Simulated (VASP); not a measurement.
Band structure of WS2 (2H layered). These are rev-vdW-DF2, VASP's PBE PAW potentials (set 64) (plane waves; VASP) values and carry that method's errors.

Unless said otherwise, spin-orbit coupling is left out, though it shifts the bands of the heavy elements here.

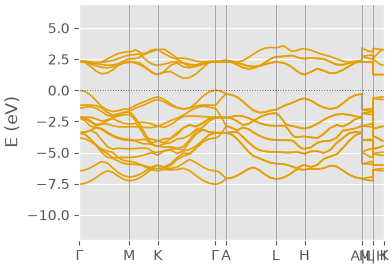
Bands along high-symmetry lines, zero at the valence-band maximum or, without a gap, the Fermi level

Task: Read the plot: is there a gap, and where are the band edges?

Result: The gap is indirect, 0.96 eV, from the valence maximum at Γ to the conduction minimum at K-Γ at 0.44. (Edges off the drawn lines would not show.)

The compound is WS2 in the 2H layered structure. It was relaxed first.
